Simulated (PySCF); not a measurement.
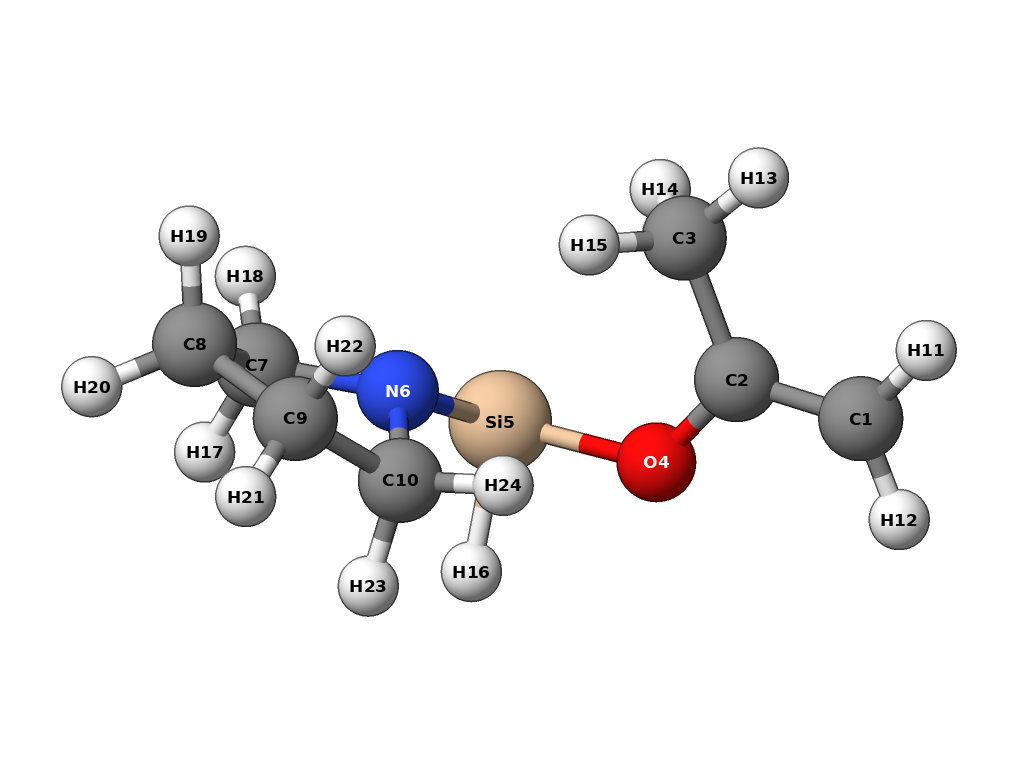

Every bond is drawn as one stick. Charge −1, singlet. Computed geometry: GFN2-xTB optimisation. No frequency run is at hand to confirm it as a minimum. Method: PBE0/pcSseg-1 (PySCF 2.14.0).

Which bond between heavy atoms has the highest Mayer bond order?

Answer. C1–C2, 1.81, at a length of 1.342 Å.

List the Mayer bond orders of C1–C2, C2–C3, C2–O4, O4–Si5, Si5–N6, N6–C7, N6–C10, C7–C8, C8–C9, C9–C10 (bonds between heavy atoms, one of each equivalent set).

| bond | Mayer order | length (Å) |
| --- | --- | --- |
| C1–C2 | 1.81 | 1.342 |
| C2–C3 | 1.06 | 1.507 |
| C2–O4 | 1.15 | 1.307 |
| O4–Si5 | 0.66 | 1.744 |
| Si5–N6 | 0.73 | 1.786 |
| N6–C7 | 1.02 | 1.422 |
| N6–C10 | 0.97 | 1.432 |
| C7–C8 | 1.03 | 1.543 |
| C8–C9 | 1.04 | 1.539 |
| C9–C10 | 1.03 | 1.540 |

The geometry is semi-empirical. Around Si such bond lengths and angles can be off by a tenth of an ångström or more and by several degrees, and values that hang on the shape move with them.
